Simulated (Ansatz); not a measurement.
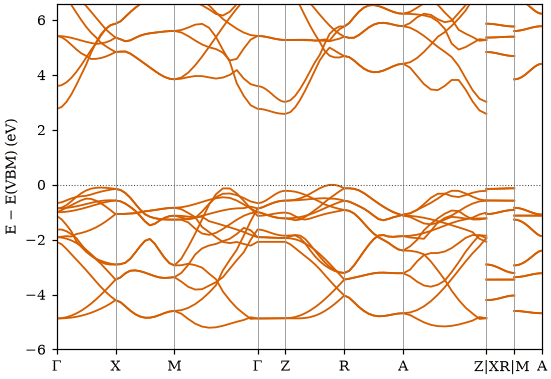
*Band structure from r²SCAN+D4 in the plane-wave PAW code Ansatz*

Question: Read off the gap and where the band edges lie.

Answer: About 2.6 eV (2.58 eV by a search for the band edges); maximum on the Z–R line, 79 % of the way from Z, minimum at Z.

Question: Which of these materials gives this?
A. LaBi2ClO4, P4/mmm (La on 1a, Bi on 2h, Cl on 1b, O on 4i)
B. TlF, P4/nmm (Tl on 2c, F on 2c)
C. BiBrO, P4/nmm (Bi on 2c, Br on 2c, O on 2a)
D. BiClO, P4/nmm (Bi on 2c, Cl on 2c, O on 2a)

Answer: C, BiBrO, P4/nmm (Bi on 2c, Br on 2c, O on 2a)

The workflow started from a Materials Project entry (that database holds measured and hypothetical structures alike); the Crystallography Open Database files this formula in space group No. 129, but the cells were not matched. Whether it is the stable phase at ambient conditions was not checked. The cell was relaxed with r²SCAN+D4 under the symmetry of its start; its stability against distortions is not shown here. Spin–orbit coupling is left out wherever it is not named.

Potentials: the later of the program's two PAW sets.
